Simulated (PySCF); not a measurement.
C5H6ClPS (SMILES CCc1csc(Cl)p1)

```yaml
atoms:
  - { symbol: C, position_ang: [-1.8567, -0.9061, 0.2751] }
  - { symbol: C, position_ang: [-1.2281, 0.2440, -0.5093] }
  - { symbol: C, position_ang: [0.2478, 0.3159, -0.2480] }
  - { symbol: C, position_ang: [0.8128, 1.3019, 0.4851] }
  - { symbol: S, position_ang: [2.5106, 1.2475, 0.7481] }
  - { symbol: C, position_ang: [2.7124, -0.2189, -0.1516] }
  - { symbol: Cl, position_ang: [4.3006, -0.8591, -0.2823] }
  - { symbol: P, position_ang: [1.3377, -0.9547, -0.8645] }
  - { symbol: H, position_ang: [-1.3860, -1.8476, -0.0032] }
  - { symbol: H, position_ang: [-1.7205, -0.7552, 1.3437] }
  - { symbol: H, position_ang: [-2.9215, -0.9723, 0.0659] }
  - { symbol: H, position_ang: [-1.6974, 1.1882, -0.2257] }
  - { symbol: H, position_ang: [-1.3974, 0.0840, -1.5767] }
  - { symbol: H, position_ang: [0.2851, 2.1319, 0.9213] }
```

Geometry: GFN2-xTB.

All numbers below come from PBE0/pcSseg-1, SCF density, gas phase, non-relativistic in PySCF 2.14.0.

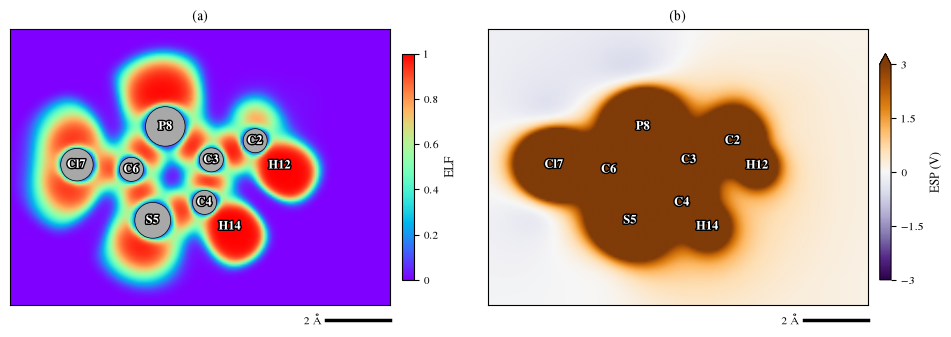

Figure 1. (a) ELF; (b) electrostatic potential on the plane of atoms C4, S5 and C6. Grey discs cover the atomic cores in the ELF map.

### Read the bonding off the picture.

The plane passes through C, S, Cl, P and H nuclei. C–C (1.35 Å): the ELF peaks at about 0.90 between the atoms, as expected for localised, covalent bonding. C–P (1.71 Å): the ELF peaks at about 0.90 between the atoms; a covalent bond. C–Cl (1.72 Å): the ELF peaks at about 0.90 between the atoms: localised, covalent bonding. C–S (1.72 Å): the ELF peaks at about 0.90 between the atoms (localised, covalent bonding). C–H (1.08 Å): the ELF climbs to about 1 towards the hydrogen, as it does in any bond to H (a covalent bond by its length). The ELF also peaks beside S5, Cl7 and P8, away from the bonds: lone-pair regions. Outside the dense part of the molecule the potential is most negative (−0.5 V) near P8.

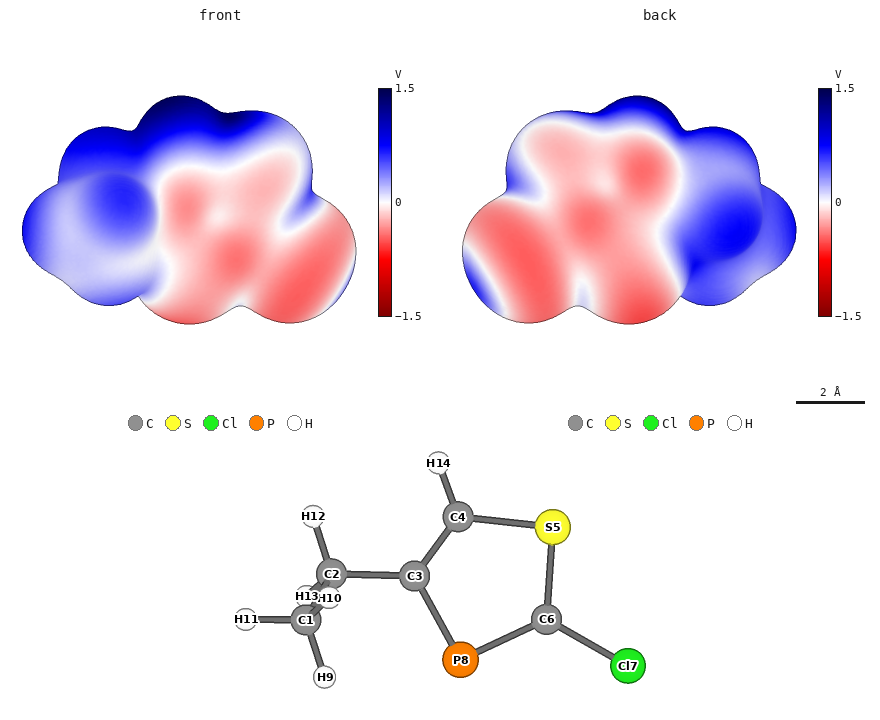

Figure 2. The electrostatic potential painted on the density surface at 0.002 e/bohr³, seen from the front and from behind; red is negative and blue positive. The bare structure is drawn below in the same view.

### Which sites attract a positive test charge, and which a negative one?

A positive charge is drawn to the negative regions and a negative charge to the positive ones. The most negative region (about −0.5 V) lies over P8, the most positive (about +1.4 V) over C4, S5 and H14. Cl7 shows a σ-hole: about +0.6 V at the tip opposite its bond, against about −0.4 V on its flanks.

### How polar is the molecule by this calculation?

Its dipole moment is 2.50 D.

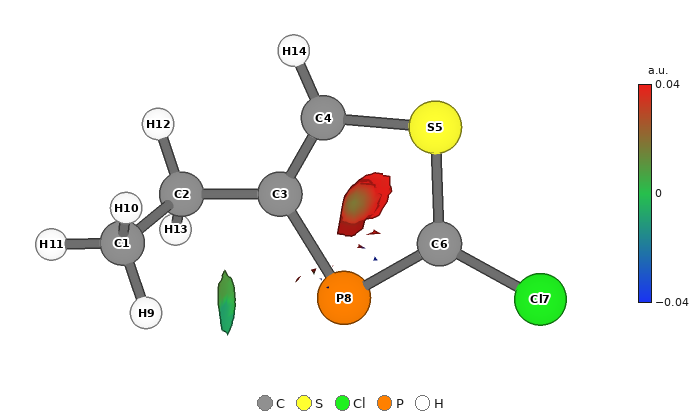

Figure 3. Non-covalent interaction (NCI) plot: the surface where the reduced density gradient is 0.6, for densities under 0.05 a.u., coloured by sign(λ₂)ρ; seen across its widest extent.

### Identify the weak interactions.

Between H9 and C1 on one side and P8 and C3 on the other: a weak contact, attractive (blue-green) on one side and crowded (olive to red) on the other; inside the ring or cage of C3, C4, S5, C6 and P8: steric crowding (red).
